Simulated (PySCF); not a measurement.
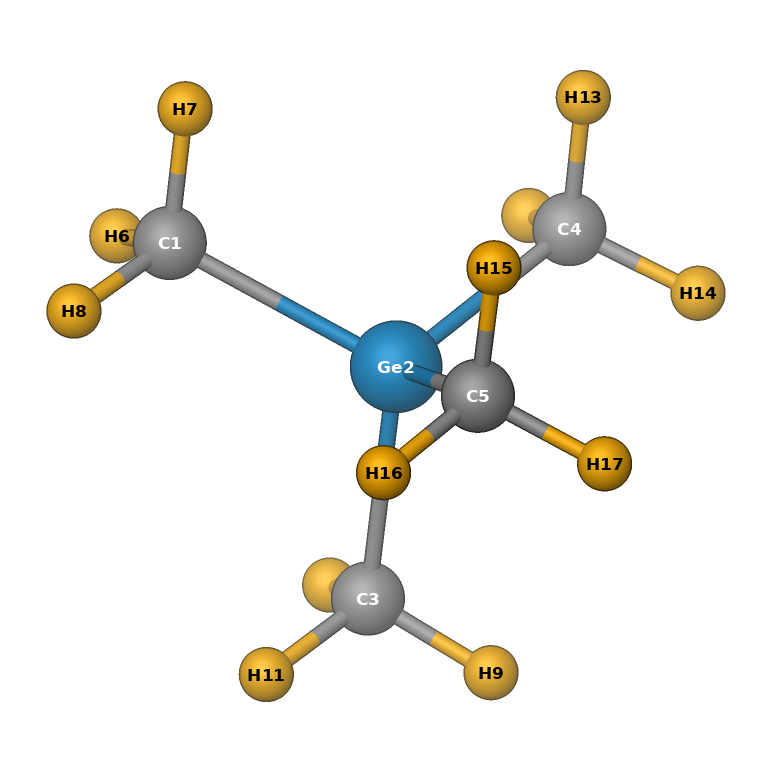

Ge2 lies behind C5. The molecule seen a little off the C5–Ge2 bond, C5 in front. Atoms fade into the background with distance from the viewer. The geometry was computed by an optimisation with PBE0-D3(BJ)/def2-TZVP. No frequency run is at hand to confirm it as a minimum.

### What is the torsion angle H15–C5–Ge2–C1? The sign is positive where the front bond must turn clockwise to cover the back bond.

−60°, synclinal (gauche). The bonds about C5–Ge2 are staggered.
